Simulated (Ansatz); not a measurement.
## Electronic structure of CH5BFP···HF in real space

```xyz
11

B     0.1306    0.4755   -0.1179
F    -0.7217   -0.3228    2.1235
F     1.1055   -0.4181   -0.1376
C    -1.2225    0.1515   -0.8512
H    -1.4967   -0.8873   -0.6984
H    -2.0517    0.7768   -0.5341
H    -1.0920    0.2996   -1.9232
P     0.4923    2.1487    0.7586
H     1.8258    2.3795    0.4023
H    -0.1068    3.0661   -0.1101
H    -0.5056    0.4777    2.5172
```

Not at a stationary point (largest force 0.6 eV/Å).

The calculation used Ansatz 0.2.0, RHF/6-31G*.

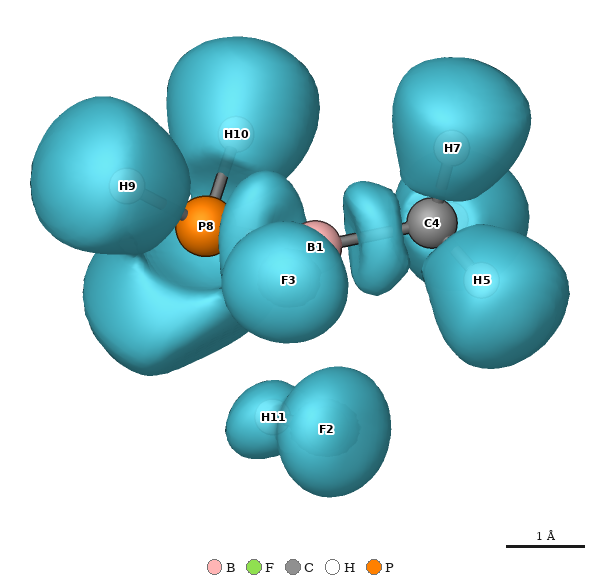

Figure 1. Isosurface of the electron localisation function at 0.75 (cyan), seen at a tilt. Core shells and regions of very low density are left out.

**Where are the electrons localised?**

At this value the surface marks out one region between bonded B–C atoms (shared pairs), three regions around hydrogen nuclei, one region on F in which the atom's valence shell and bonds are merged, one joined region spread over several atoms (F, H), in which their bonds and any lone pairs are merged and one joined region spread over several atoms (H, P), in which their bonds and any lone pairs are merged. Along the contacts the grid gives the following. B1···F2 (2.53 Å): the ELF is about 0.05 at the midpoint. B–F (1.32 Å): the ELF peaks at about 0.85 between the atoms: a polar covalent bond.

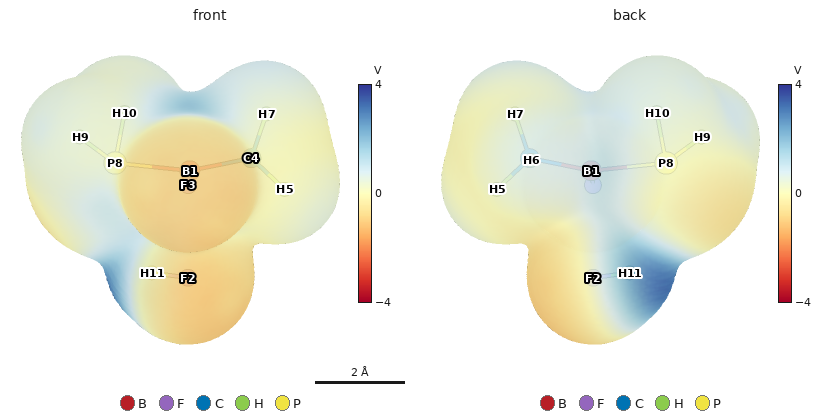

Figure 2. The electrostatic potential painted on the density surface at 0.002 e/bohr³, seen from the front and from behind; red is negative and blue positive.

**Where is the surface potential most negative and most positive?**

The most negative region (about −1.1 V) lies over F2 and F3, the most positive (about +3.2 V) over H11.

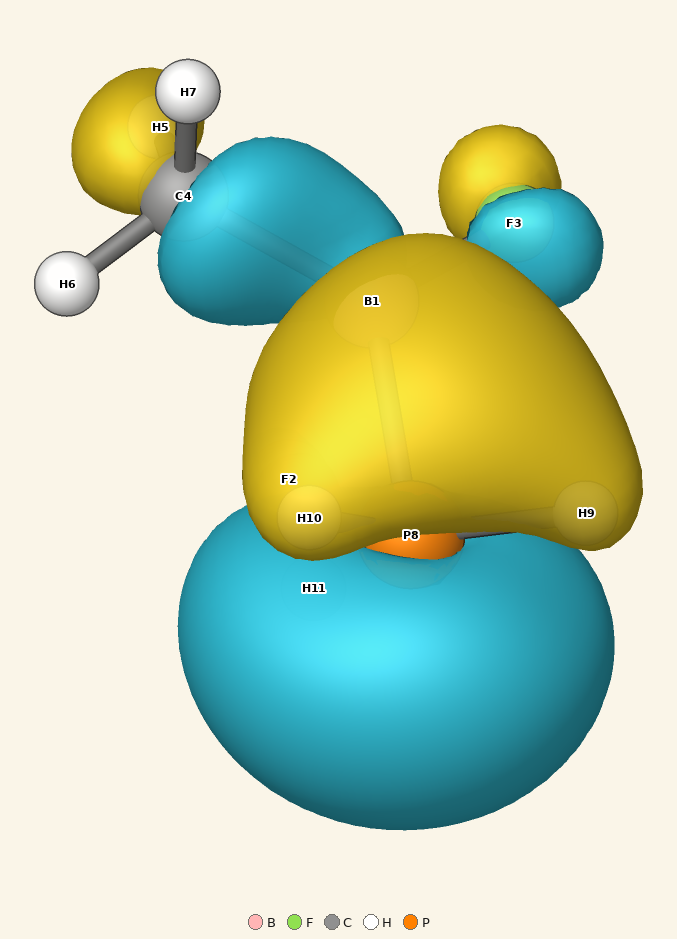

Figure 3. The HOMO at ±0.08 Å⁻³ᐟ² (yellow and cyan are the two phases), seen at an oblique angle.

**Describe this orbital and give its energy.**

It lies mainly on P8 (about 70 %) and B1 (about 10 %); largely a lone pair of P8. Its energy is −9.98 eV.

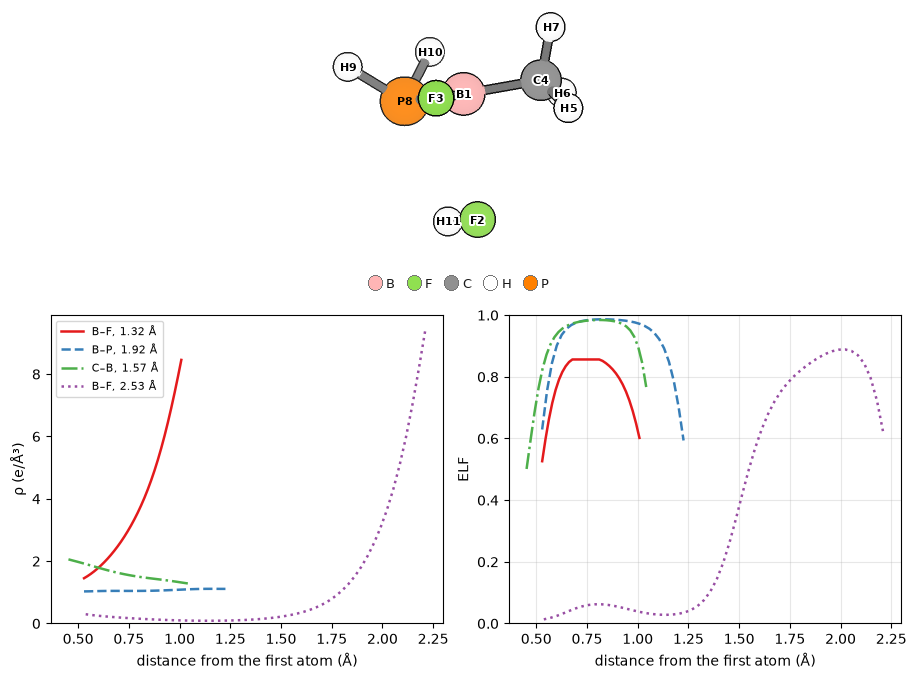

Figure 4. Total electron density and electron localisation function along straight lines between neighbouring atoms. The curves leave out the atomic cores. The structure is drawn too.

**What can be read from the curves?**

B–F (1.32 Å): the density is about 2.2 e/Å³ at the midpoint; the ELF peaks at about 0.85 between the atoms: a shared but strongly polarised pair.
B–P (1.92 Å): the density is about 1.1 e/Å³ at the midpoint; the ELF peaks at about 1 between the atoms; localised, covalent bonding.
C–B (1.57 Å): ρ is about 1.5 e/Å³ halfway; the ELF peaks at about 1 between the atoms; localised, covalent bonding.
B1···F2 (2.53 Å): the density falls to about 0.09 e/Å³ on the way; the ELF is about 0.05 at the midpoint.
